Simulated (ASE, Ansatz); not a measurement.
## Ta2H10C4Cl8O3 (P2_1/c) (108 atoms): geometry optimisation

Wanted: the relaxed structure of Ta2H10C4Cl8O3 (P2_1/c) (108 atoms) and its electronic structure.

Main program and level: Ansatz 0.2.0; Kohn-Sham DFT, PBEsol, PAW (set soft_2), plane waves.

## Step 1: Starting point

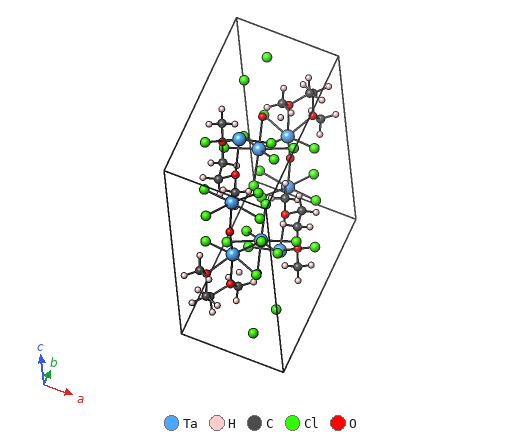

Start, viewed slightly off an axis; tantalum blue, hydrogen pink, carbon dark grey, chlorine green, oxygen red. Bonds to atoms that aren't drawn are left out. Some periodic images of atoms are drawn too.

The cell holds 108 atoms: 8 Ta, 40 H, 16 C, 32 Cl and 12 O. Its edges and angles: a = 6.639 Å, b = 26.008 Å, c = 10.653 Å, α = 90.0°, β = 114.3°, γ = 90.0°. It derives from Ta2H10C4Cl8O3 (P2_1/c), repeated 1×1×1. Ta2H10C4Cl8O3, space group P2_1/c, structure from the Crystallography Open Database, 1 x 1 x 1 conventional cells; every coordinate displaced by a Gaussian of 0.02 Å.

Limits known from the start: The functional has no dispersion term, which matters for the binding between molecules or layers. No spin–orbit coupling is included, so levels derived from the heavy atoms are approximate.

## Step 2: Single point at the start

A single point comes first, to see the forces before anything moves.

input.yaml

```yaml
crystal:
  lattice:
    - [6.6388, 0.0, 0.0]
    - [0.0, 26.0083, 0.0]
    - [-4.37581, 0.0, 9.71248]
  atoms:
    - { symbol: Ta, position: [0.43709, 0.89376, 0.16416] }
    - { symbol: Ta, position: [0.55868, 0.39254, 0.33627] }
    - { symbol: Ta, position: [0.55783, 0.10893, 0.83387] }
    - { symbol: Ta, position: [0.4419, 0.60681, 0.66759] }
    - { symbol: Ta, position: [0.52219, 0.85826, 0.52847] }
    - { symbol: Ta, position: [0.47847, 0.35779, 0.97077] }
    - { symbol: Ta, position: [0.48259, 0.14084, 0.46935] }
    - { symbol: Ta, position: [0.51413, 0.64248, 0.02786] }
    - { symbol: H, position: [0.67045, 0.99048, 0.5966] }
    - { symbol: H, position: [0.32988, 0.48941, 0.90441] }
    - { symbol: H, position: [0.3292, 0.0102, 0.40108] }
    - { symbol: H, position: [0.66919, 0.50934, 0.09845] }
    - { symbol: H, position: [0.75958, 0.96088, 0.50022] }
    - { symbol: H, position: [0.23918, 0.46072, 0.00175] }
    - { symbol: H, position: [0.23639, 0.03988, 0.49923] }
    - { symbol: H, position: [0.75998, 0.54007, 0.99859] }
    - { symbol: H, position: [0.93188, 0.97519, 0.64991] }
    - { symbol: H, position: [0.07555, 0.47791, 0.85428] }
    - { symbol: H, position: [0.07093, 0.02166, 0.35392] }
    - { symbol: H, position: [0.92689, 0.52316, 0.14939] }
    - { symbol: H, position: [0.66189, 0.94096, 0.80142] }
    - { symbol: H, position: [0.34861, 0.44023, 0.69996] }
    - { symbol: H, position: [0.34238, 0.06052, 0.19853] }
    - { symbol: H, position: [0.65024, 0.5601, 0.30054] }
    - { symbol: H, position: [0.92065, 0.94083, 0.85028] }
    - { symbol: H, position: [0.08722, 0.44066, 0.65474] }
    - { symbol: H, position: [0.08655, 0.06044, 0.15431] }
    - { symbol: H, position: [0.9199, 0.56091, 0.34656] }
    - { symbol: H, position: [0.91855, 0.85024, 0.85147] }
    - { symbol: H, position: [0.07164, 0.35038, 0.6464] }
    - { symbol: H, position: [0.0782, 0.14996, 0.14736] }
    - { symbol: H, position: [0.91881, 0.6511, 0.35012] }
    - { symbol: H, position: [0.78991, 0.86895, 0.94078] }
    - { symbol: H, position: [0.21048, 0.36722, 0.56008] }
    - { symbol: H, position: [0.21918, 0.1319, 0.06073] }
    - { symbol: H, position: [0.78072, 0.63164, 0.43837] }
    - { symbol: H, position: [0.66443, 0.76804, 0.79008] }
    - { symbol: H, position: [0.33836, 0.26847, 0.71009] }
    - { symbol: H, position: [0.3299, 0.23412, 0.20507] }
    - { symbol: H, position: [0.66654, 0.73299, 0.29133] }
    - { symbol: H, position: [0.41257, 0.78085, 0.75264] }
    - { symbol: H, position: [0.5881, 0.27915, 0.75017] }
    - { symbol: H, position: [0.59389, 0.22057, 0.25111] }
    - { symbol: H, position: [0.41039, 0.7212, 0.25133] }
    - { symbol: H, position: [0.59106, 0.79491, 0.89944] }
    - { symbol: H, position: [0.4185, 0.29521, 0.60153] }
    - { symbol: H, position: [0.40908, 0.2054, 0.10648] }
    - { symbol: H, position: [0.58571, 0.70555, 0.39844] }
    - { symbol: C, position: [0.77929, 0.96688, 0.59371] }
    - { symbol: C, position: [0.22156, 0.46479, 0.90586] }
    - { symbol: C, position: [0.22436, 0.03441, 0.40942] }
    - { symbol: C, position: [0.77541, 0.53531, 0.09196] }
    - { symbol: C, position: [0.77264, 0.92013, 0.79381] }
    - { symbol: C, position: [0.22793, 0.41918, 0.70936] }
    - { symbol: C, position: [0.21955, 0.08066, 0.20713] }
    - { symbol: C, position: [0.77528, 0.57951, 0.29564] }
    - { symbol: C, position: [0.78698, 0.86704, 0.84715] }
    - { symbol: C, position: [0.21254, 0.36735, 0.65326] }
    - { symbol: C, position: [0.21013, 0.13224, 0.15432] }
    - { symbol: C, position: [0.79015, 0.63195, 0.3485] }
    - { symbol: C, position: [0.5618, 0.79259, 0.80123] }
    - { symbol: C, position: [0.43949, 0.29054, 0.69823] }
    - { symbol: C, position: [0.44324, 0.20803, 0.20089] }
    - { symbol: C, position: [0.56407, 0.70818, 0.29953] }
    - { symbol: Cl, position: [0.64949, 0.96551, 0.22581] }
    - { symbol: Cl, position: [0.35336, 0.46627, 0.27629] }
    - { symbol: Cl, position: [0.35051, 0.03108, 0.77662] }
    - { symbol: Cl, position: [0.65459, 0.53069, 0.7264] }
    - { symbol: Cl, position: [0.35704, 0.90161, 0.93374] }
    - { symbol: Cl, position: [0.63735, 0.40333, 0.56683] }
    - { symbol: Cl, position: [0.64656, 0.09706, 0.066] }
    - { symbol: Cl, position: [0.35636, 0.59726, 0.43113] }
    - { symbol: Cl, position: [0.12358, 0.94039, 0.14572] }
    - { symbol: Cl, position: [0.87554, 0.44011, 0.35922] }
    - { symbol: Cl, position: [0.87377, 0.05927, 0.85651] }
    - { symbol: Cl, position: [0.12955, 0.5603, 0.64688] }
    - { symbol: Cl, position: [0.22577, 0.81611, 0.12561] }
    - { symbol: Cl, position: [0.78229, 0.31844, 0.38007] }
    [... 24 atom lines left out ...]
    - { symbol: O, position: [0.2459, 0.08452, 0.34824] }
    - { symbol: O, position: [0.75023, 0.58391, 0.15285] }
    - { symbol: O, position: [0.58469, 0.84196, 0.74972] }
    - { symbol: O, position: [0.41418, 0.34202, 0.75205] }
    - { symbol: O, position: [0.41029, 0.15894, 0.25363] }
    - { symbol: O, position: [0.59191, 0.65903, 0.25298] }
kpoints:
  mp_grid: { grid: [2, 1, 2] }
hamiltonian:
  xc: pbesol
scf:
  occupations: { method: fermi_dirac, width: 0.05 }
output:
  forces: true
  stress: true
  populations: true
  dos:
    method: { smearing: { sigma: 0.08 } }
    de: 0.1
    projected: { site_lists: { C: [C], Cl: [Cl], H: [H], O: [O], Ta: [Ta] } }
  eigenvalues: true
```

On the command line:

```sh
> ansatz run input.yaml --threads 8 --pin off --max-ram 15872MiB --backend cpu --events-out ev --progress --plain --runs-dir out
```

Numbers of over 12 decimals in the logs are rounded to 6 here.

Log:

```text
Engine: ansatz 0.2.0, aarch64-unknown-linux-gnu
Pseudopotentials: kind: paw
Pseudopotential: Ta, paw, valence charge 13, recommended cutoff 420 eV (normal), Ta.paw.azcp
Pseudopotential: H, paw, valence charge 1, recommended cutoff 420 eV (normal), H.paw.azcp
Pseudopotential: C, paw, valence charge 4, recommended cutoff 420 eV (normal), C.paw.azcp
Pseudopotential: Cl, paw, valence charge 7, recommended cutoff 420 eV (normal), Cl.paw.azcp
Pseudopotential: O, paw, valence charge 6, recommended cutoff 420 eV (normal), O.paw.azcp
[... 3 lines on functional and potentials left out ...]
Crystal: 108 atoms, lattice volume = 1676.995 Å³
Basis set: ecut = 420 eV, 32745 PW (Γ), exchange–correlation on 90×360×144 points (8 copies of the dense FFT grid, shifted against one another)
Bands: 360, of which v1, the nominal top of the filled ones, is band 252 counted from 1 (251 counted from 0)
Symmetry: 1 space group operations
Space group: P1 (ITA 1), of the structure as read, at distance tolerance 1.2e-4 Å
k-points: 4
[... 15 lines on functional and potentials left out ...]
Initial density: superposition of atomic densities (neutral atoms: chi_scale 0, normalization atom), corrected by the library's trained network
Initial wavefunctions: pseudopotential atomic-orbital guess
Functional: x = pbesol(κ = 0.804, μ = 0.123457), c = pbesol(β = 0.046)
SCF iter   1: F=—  HF=-123748.861259 eV  |F-HF|=—  |Δ(HF+E_count)|=         —  Δρ=7.77e-3  dr2=1.23e0  ethr=1.77e-3  ⟨swp⟩=6.0  Hψ=6175  notcnv=0  defer=85
preconditioner: auto → Resta (q_TF=auto, 2.233 Å⁻¹)  ε∞=3.2  [insulator: Δε(μ)=2.593 eV  Ē_g=12.516 eV  σ=0.050 eV  W_gap=1.00  n_scr=324 (ndim 8)  ℏωp=18.7 eV  f_vac=0.141  D(μ)=0.00/eV (n_scr^D=0)  ε∞_Penn≈3.2]
SCF iter   2: F=—  HF=-123748.614123 eV  |F-HF|=—  |Δ(HF+E_count)|=   2.47e-1  Δρ=3.75e-3  dr2=2.63e-1  ethr=2.44e-4  ⟨swp⟩=3.0  Hψ=2619  notcnv=0  defer=368
SCF iter   3: F=—  HF=-123748.570673 eV  |F-HF|=—  |Δ(HF+E_count)|=   4.34e-2  Δρ=1.76e-3  dr2=7.44e-2  ethr=5.22e-5  ⟨swp⟩=2.0  Hψ=1877  notcnv=0  defer=368
SCF iter   4: F=—  HF=-123748.564255 eV  |F-HF|=—  |Δ(HF+E_count)|=   6.42e-3  Δρ=1.13e-3  dr2=3.23e-2  ethr=1.48e-5  ⟨swp⟩=2.0  Hψ=1889  notcnv=0  defer=368
SCF iter   5: F=—  HF=-123748.558928 eV  |F-HF|=—  |Δ(HF+E_count)|=   5.33e-3  Δρ=2.65e-4  dr2=2.68e-3  ethr=6.40e-6  ⟨swp⟩=2.0  Hψ=2116  notcnv=0  defer=368
SCF iter   6: F=—  HF=-123748.559114 eV  |F-HF|=—  |Δ(HF+E_count)|=   1.86e-4  Δρ=9.60e-5  dr2=2.98e-4  ethr=5.32e-7  ⟨swp⟩=2.0  Hψ=1935  notcnv=0  defer=368
SCF iter   7: F=—  HF=-123748.559203 eV  |F-HF|=—  |Δ(HF+E_count)|=   8.85e-5  Δρ=5.54e-5  dr2=6.01e-5  ethr=5.90e-8  ⟨swp⟩=2.0  Hψ=1920  notcnv=0  defer=368
SCF iter   8: F=—  HF=-123748.559295 eV  |F-HF|=—  |Δ(HF+E_count)|=   9.20e-5  Δρ=2.59e-5  dr2=1.23e-5  ethr=1.19e-8  ⟨swp⟩=3.0  Hψ=1908  notcnv=0  defer=368
SCF iter   9: F=—  HF=-123748.559299 eV  |F-HF|=—  |Δ(HF+E_count)|=   3.69e-6  Δρ=9.51e-6  dr2=1.93e-6  ethr=2.43e-9  ⟨swp⟩=3.0  Hψ=1895  notcnv=0  defer=368
SCF iter  10: F=—  HF=-123748.559300 eV  |F-HF|=—  |Δ(HF+E_count)|=   1.33e-6  Δρ=3.21e-6  dr2=2.30e-7  ethr=3.83e-10  ⟨swp⟩=2.0  Hψ=1901  notcnv=0  defer=368
SCF iter  11: F=-123748.559300 eV  HF=-123748.559300 eV  |F-HF|=3.50e-8  |Δ(HF+E_count)|=   3.92e-7  Δρ=1.31e-6  dr2=4.82e-8  ethr=1.98e-11  ⟨swp⟩=13.5  Hψ=8398  notcnv=0
SCF 1 converged in 11 iterations: F = -123748.559300 eV  dr2 = 4.82e-8
  greatest PAW one-centre occupation: 1.000 electrons in one spin orbital (limit 2), on the Ta atom at site 5 (counted from 0), in its partial waves of l = 0
SCF converged after 11 iterations
Free energy (F): -123748.559300 eV
Harris-Foulkes:  -123748.559300 eV  (|F-HF|=3.50e-8)
Internal energy: -123748.559300 eV  (E = F + TS)
E sigma→0 (E₀):  -123748.559300 eV
Fermi energy:    2.644564 eV
--- Per-component energies (eV) ---
  E_band       = -4701.154305
  E_kinetic    = 12256.894698
  E_local      = -37687.204858  (includes V_loc(G=0)·N_el)
  E_nonlocal   = 2180.582511
  E_hartree    = 13999.062589
  E_xc         = -7113.047326
  E_vxc        = -8035.174837  (∫ρ·V_xc dr)
  E_paw        = -90105.978407  (= ΣΔE_a)
  E_vpaw       = -1414.337252  (= ΣTr[D̂ρ^β])
  E_aug_tail   = -0.028462  (compensation charges beyond the density's cutoff)
  E_ewald      = -17283.820107
  E_core_change = 4.980062  (= ΣΔE_core)
  E_smearing   = -0.000000  (= −TS)
  E_closure    = -0.000000  (closes the sum)
  Σ components = -123748.559300   (vs F -123748.559300, Δ=0.00e0)
--- Forces (eV/Å), atoms counted from 1 ---
  atom   1  Ta    -0.36470497    -1.59690805     0.18216586
  atom   2  Ta     0.97385341    -0.26973511    -0.07758672
  atom   3  Ta     0.35852290    -0.85881554    -0.28499753
  atom   4  Ta     0.31041218     0.30721230    -0.30658868
  atom   5  Ta    -1.19782010    -0.19710489     0.03331241
  atom   6  Ta     1.04985716    -0.34606090    -0.16574854
  atom   7  Ta     0.09797181     1.00100890     0.11924016
  atom   8  Ta    -0.41568666     0.58737400     1.53788451
  atom   9  H     -5.14043884     4.33754130     0.57155437
  atom  10  H      4.92504517     3.76479814    -0.37373776
  atom  11  H      4.70653792    -3.75833962    -0.33057198
  atom  12  H     -3.33119711    -2.74360407     0.18462720
  atom  13  H      1.76958921    -1.42276388    -6.11011018
  atom  14  H     -1.36576632    -1.19204262     4.80599778
[...]
atom 107  O     -0.32242543    -0.29126040    -0.69313311
  atom 108  O      0.28885555    -1.09899185    -0.78650195
  max |Σ_I F_I| component: 2.39e-5 eV/Å
--- Stress (GPa, compression-positive) ---
        9.550894      -0.167892      -0.051754
       -0.167892       4.229627       0.112007
       -0.051754       0.112007       7.718457
  P = ⅓ Tr σ = 7.1663 GPa (71.663 kbar)
--- Band table (eV) ---
  k-point 0: bands = ["-66.8191", "-66.7944", "-66.7795", "-66.6638", [... 344 levels ...], "11.1319", "11.1505", "11.2106", "11.2244", "11.2503", "11.2720", "11.2823", "11.3299", "11.3487", "11.3750", "11.3863", "11.4416"]
[...]
--- Löwdin populations: 108 sites ---
  site symbol       q [e]
     0     Ta     11.7717
     1     Ta     11.7824
     2     Ta     11.7621
[...]
107      O      6.3044
  spilling = 0.008023 (of n_electrons = 504.000000)
```

Elapsed: 73 s, on 8 threads of Arm Neoverse V2, shared host; peak memory 9.9 GiB; 9.3 min of CPU time.

Numbers from this run:

```yaml
free_energy: -123748.5593 eV
free_energy_per_atom: -1145.8200 eV/atom
scf_cycles: 11
pressure: 7.166 GPa
r_m_s_force_component: 2.391 eV/Å
longest_force: 8.898 eV/Å
fermi_energy: 2.645 eV
spacing_of_highest_filled_and_lowest_empty_level: 2.679 eV
spilling_of_the_projection: 0.008023
```

The r.m.s. force component of 2.4 eV/Å and the pressure of 7.2 GPa set the starting point.

Length of the force by element:

```csv
element,coordination,atoms,mean length of the force (eV/Å),spread,least,most
C,all,16,5.62,1.37,2.47,7.38
Cl,all,32,0.342,0.204,0.0479,1.000
H,all,40,5.44,1.58,1.56,8.90
O,all,12,1.15,0.458,0.529,2.13
Ta,all,8,1.15,0.354,0.534,1.70
```

## Step 3: Relaxation

With the cell held, the atoms are moved downhill towards a nearby minimum.

input.yaml, the sections that differ from step 2:

```yaml
output:
  forces: true
relax:
  f_tol: 0.05
  max_steps: 89
# crystal, kpoints, hamiltonian, scf: as in step 2
```

Log:

```text
[...]
Crystal: 108 atoms, lattice volume = 1676.995 Å³
Basis set: ecut = 420 eV, 32745 PW (Γ), exchange–correlation on 90×360×144 points (8 copies of the dense FFT grid, shifted against one another)
Bands: 360, of which v1, the nominal top of the filled ones, is band 252 counted from 1 (251 counted from 0)
Symmetry: 1 space group operations
[...]
k-points: 4
[...]
SCF iter   1: F=—  HF=-123748.861259 eV  |F-HF|=—  |Δ(HF+E_count)|=         —  Δρ=7.77e-3  dr2=1.23e0  ethr=1.77e-3  ⟨swp⟩=6.0  Hψ=6175  notcnv=0  defer=85
[...]
SCF iter   7: F=-123748.559268 eV  HF=-123748.559275 eV  |F-HF|=6.77e-6  |Δ(HF+E_count)|=   8.51e-5  Δρ=5.60e-5  dr2=6.09e-5  ethr=1.24e-8  ⟨swp⟩=3.0  Hψ=4712  notcnv=0
SCF 1 converged in 7 iterations: F = -123748.559268 eV  dr2 = 6.09e-5
[...]
relax step   1: F+E_penalty+E_count = -123748.55926811 eV  Δ(F+E_penalty+E_count) = +0.000e0 eV  max|allowed force component| = 8.097e0 eV/Å  Δτ_max = 0.0000 Å  (7 SCF iters, dr2 threshold 6.25e-5 eV, accepted)
[...]
relax step   2: F+E_penalty+E_count = -123760.50423047 eV  Δ(F+E_penalty+E_count) = -1.194e1 eV  max|allowed force component| = 2.183e0 eV/Å  Δτ_max = 0.1652 Å  (8 SCF iters, dr2 threshold 1.00e-4 eV, accepted)
[...]
relax step   3: F+E_penalty+E_count = -123761.60148149 eV  Δ(F+E_penalty+E_count) = -1.097e0 eV  max|allowed force component| = 8.443e-1 eV/Å  Δτ_max = 0.1948 Å  (6 SCF iters, dr2 threshold 1.00e-4 eV, accepted)
relax step   4: F+E_penalty+E_count = -123761.76954625 eV  Δ(F+E_penalty+E_count) = -1.681e-1 eV  max|allowed force component| = 2.665e-1 eV/Å  Δτ_max = 0.1156 Å  (6 SCF iters, dr2 threshold 5.18e-5 eV, accepted)
relax step   5: F+E_penalty+E_count = -123761.78252448 eV  Δ(F+E_penalty+E_count) = -1.298e-2 eV  max|allowed force component| = 4.521e-2 eV/Å  Δτ_max = 0.0759 Å  (6 SCF iters, dr2 threshold 7.08e-6 eV, accepted)
[...]
relax step   6: F+E_penalty+E_count = -123761.78252708 eV  Δ(F+E_penalty+E_count) = -2.601e-6 eV  max|allowed force component| = 4.509e-2 eV/Å  Δτ_max = 0.0000 Å  (5 SCF iters, accepted)
SCF converged after 5 iterations
Free energy (F): -123761.782527 eV
[...]
Internal energy: -123761.782527 eV  (E = F + TS)
E sigma→0 (E₀):  -123761.782527 eV
Fermi energy:    2.631420 eV
[...]
--- Forces (eV/Å), atoms counted from 1 ---
  atom   1  Ta     0.00301533    -0.02905931     0.01135967
  atom   2  Ta    -0.00656147    -0.03842129    -0.01272015
  atom   3  Ta    -0.00652765     0.03218289    -0.00975775
  atom   4  Ta     0.00512640     0.03343256     0.01460458
  atom   5  Ta    -0.00170220    -0.03535646    -0.01811210
  atom   6  Ta     0.00788627    -0.04508760     0.01164107
  atom   7  Ta     0.00528751     0.04045521     0.00751774
  atom   8  Ta    -0.00063081     0.03385808    -0.01395797
  atom   9  H     -0.00493171     0.01013497     0.00418511
  atom  10  H      0.00495916     0.01151229    -0.00373331
  atom  11  H      0.00716906    -0.01172136    -0.00225655
  atom  12  H     -0.00539427    -0.00962375     0.00321633
  atom  13  H      0.00155839    -0.00182241     0.00169125
  atom  14  H     -0.00191918    -0.00130667    -0.00349935
[...]
atom 107  O     -0.01958361    -0.00011321    -0.01639895
  atom 108  O      0.01656622    -0.00003738     0.01897058
  max |Σ_I F_I| component: 2.45e-5 eV/Å
--- Relaxed structure (6 steps of the walk, 6 accepted, 0 SCFs on fresh bases) ---
  F+E_penalty+E_count = -123761.78252708 eV   max|allowed force component| = 4.509e-2 eV/Å
  atoms:
    - { symbol: Ta, position: [0.439382, 0.892551, 0.168177] }
    - { symbol: Ta, position: [0.561307, 0.392102, 0.332468] }
    - { symbol: Ta, position: [0.562061, 0.107933, 0.833212] }
    - { symbol: Ta, position: [0.437600, 0.607784, 0.667789] }
[...]
- { symbol: O, position: [0.590646, 0.658491, 0.253118] }
```

The job ended after 2.7 min (8 threads; peak memory 10 GiB; 21 min of CPU time).

Relaxation path:

```csv
step,energy less that of the first step (eV),largest force component (eV/Å)
1,0.0000,8.0972
2,-11.9450,2.1830
3,-13.0422,0.8443
4,-13.2103,0.2665
5,-13.2233,0.0452
6,-13.2233,0.0451
```

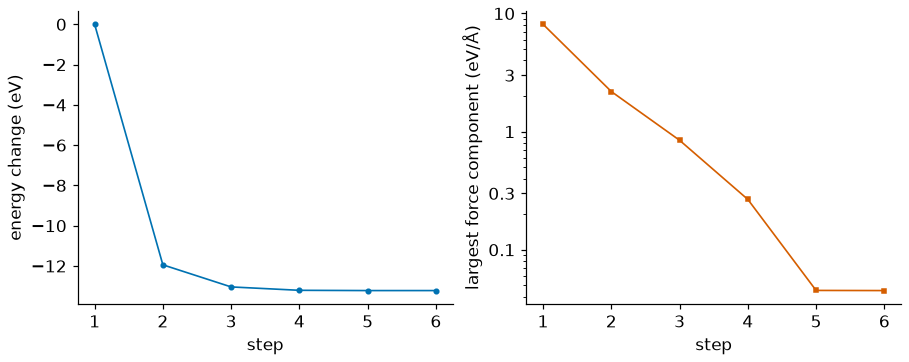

Energy and largest force along the relaxation.

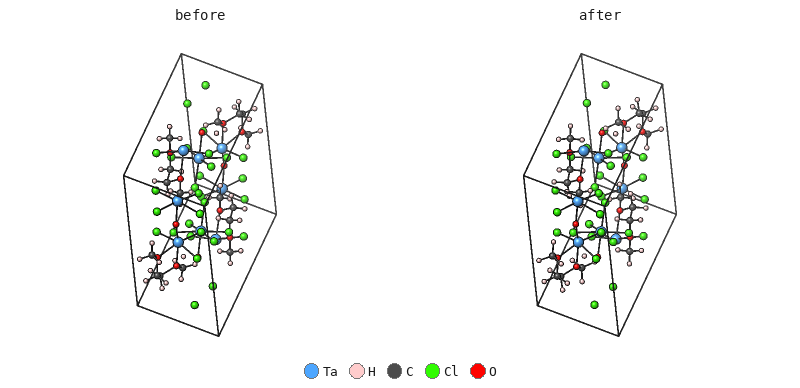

The structure before and after the relaxation, drawn at the same scale. Bonds to atoms that aren't drawn are left out.

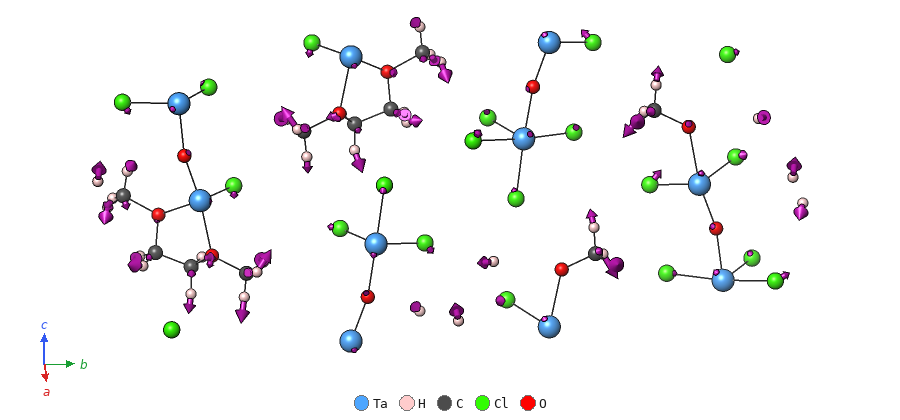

Displacements in the relaxation, exaggerated; the longest in the cell stands for 0.29 Å. Drawn is a slice 4 Å thick, seen along the normal of the bc plane. Bonds to atoms that aren't drawn are left out.

The atoms that moved most (Å):

```csv
atom,dx,dy,dz,length
H38,-0.253,-0.048,-0.136,0.291
H37,0.242,-0.027,0.145,0.284
H40,0.223,0.013,0.126,0.256
H41,0.094,-0.159,-0.169,0.250
H44,0.090,0.108,-0.157,0.210
H10,0.192,0.045,-0.067,0.208
H42,-0.077,-0.115,0.146,0.201
H39,-0.187,-0.008,-0.067,0.198
```

The relaxation changed the energy by -122 meV/atom, and atoms moved by 0.11 Å r.m.s., 0.29 Å at most.

(Continued in part 2 of 2.)

[Logs are printed without paths, hosts, clocks, repeated set-up lines and the standing remarks that a program may print on its own settings, such as how far it seeks lower states.]

[Hosts, paths, dates, database ids (printed as entryN), source tags and the programs' standing remarks are cut or masked in the printed files.]
